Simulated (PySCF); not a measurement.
# CCl$_{2}$GaN (SMILES N#[C][Ga]([Cl])[Cl]): what the fields show

```tsv
atom	x (Å)	y (Å)	z (Å)
Ga	0.2852	0.4998	0.0091
Cl	2.4007	0.4920	0.0568
Cl	-0.7625	2.3389	-0.0317
C	-0.6733	-1.1621	-0.0113
N	-1.2500	-2.1687	-0.0229
```

Geometry: PBE0-D3(BJ)/def2-SVP.

Computed with wB97X-D/def2-SVPD, SCF density, gas phase in PySCF.

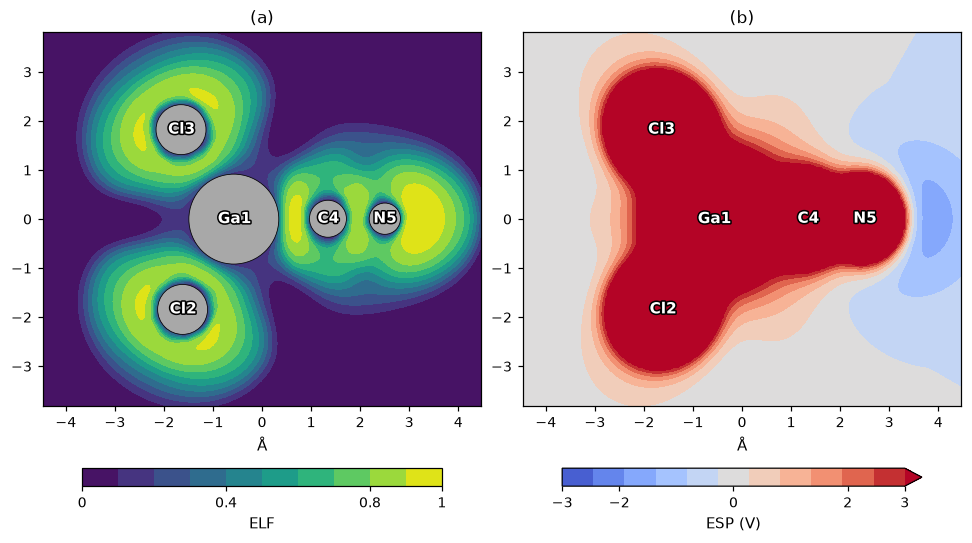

Figure 1. (a) electron localisation function; (b) electrostatic potential on the molecular plane. Grey discs cover the atomic cores in the ELF map.

### What does the map show?

- The plane passes through Ga, Cl, C and N nuclei.
- C–N (1.16 Å): the ELF peaks at about 0.90 between the atoms; a multiple bond.
- C–Ga (1.92 Å): the ELF peaks at about 0.95 in the valence shell of C, 0.7 Å from its nucleus, and is about 0.50 at the midpoint.
- Ga–Cl (2.12 Å): the ELF peaks at about 0.85 in the valence shell of Cl, 0.8 Å from its nucleus, and is about 0.60 at the midpoint.
- The ELF also peaks beside Cl2, N5 and Cl3, away from the bonds: lone-pair regions.
- Outside the dense part of the molecule the potential is most negative (−1.7 V) near N5.

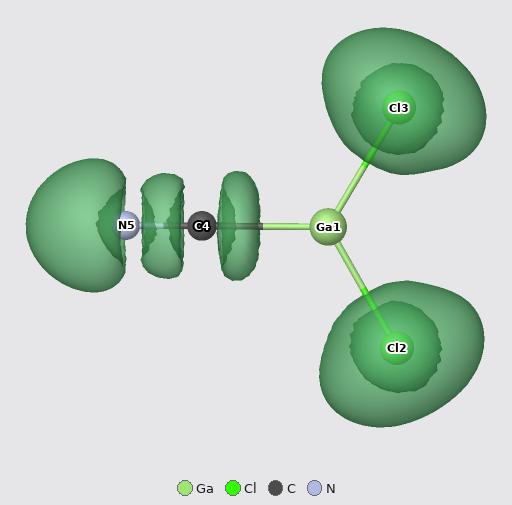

Figure 2. Isosurface of the electron localisation function at 0.75 (green), seen across its widest extent. Only the valence region is drawn (cores and ρ < 0.01 e/Å³ removed).

### Identify the bonds, lone pairs and shells in this picture.

The surface consists of one region between bonded C–N atoms (shared pairs), one lobe of the valence shell of C pointing towards Ga (polar bonds), one lobe on N, pointing away from the bonds (lone pairs) and two regions wrapped around Cl (the valence shell of each).

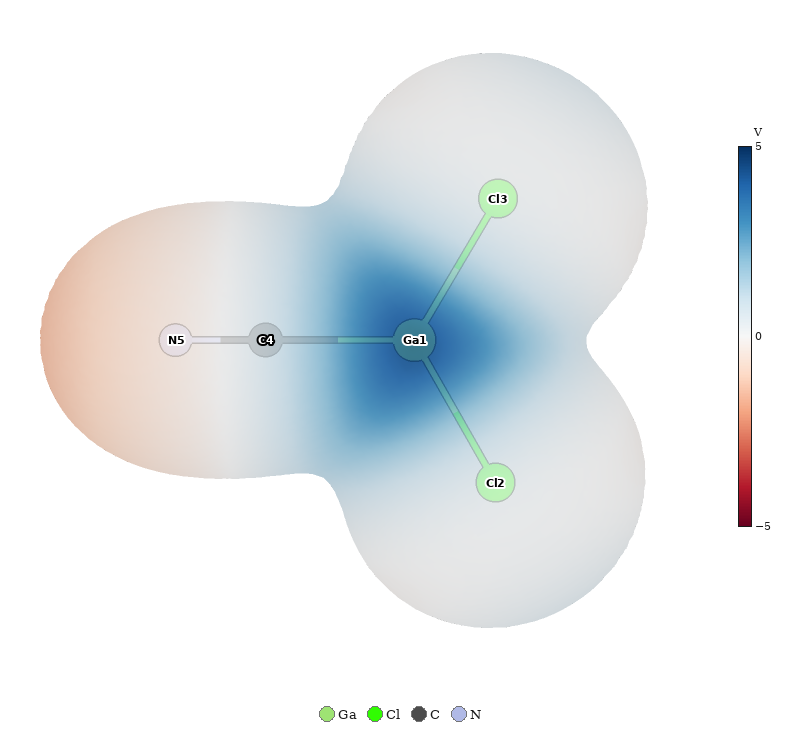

Figure 3. The molecular electrostatic potential painted on the density surface at 0.002 e/bohr³, seen across its widest extent; the colour scale runs from red (negative) to blue (positive).

### Describe the electrostatic potential map.

The most negative region (about −1.4 V) lies over N5, the most positive (about +4.2 V) over Ga1. Cl2 shows a σ-hole: about +0.5 V at the tip opposite its bond, against about +0.1 V on its flanks. Cl3 shows a σ-hole: about +0.5 V at the tip opposite its bond, against about +0.1 V on its flanks. N5 is the likeliest acceptor of a hydrogen bond.

### What dipole moment does the calculation give?

Its dipole moment is 1.89 D.
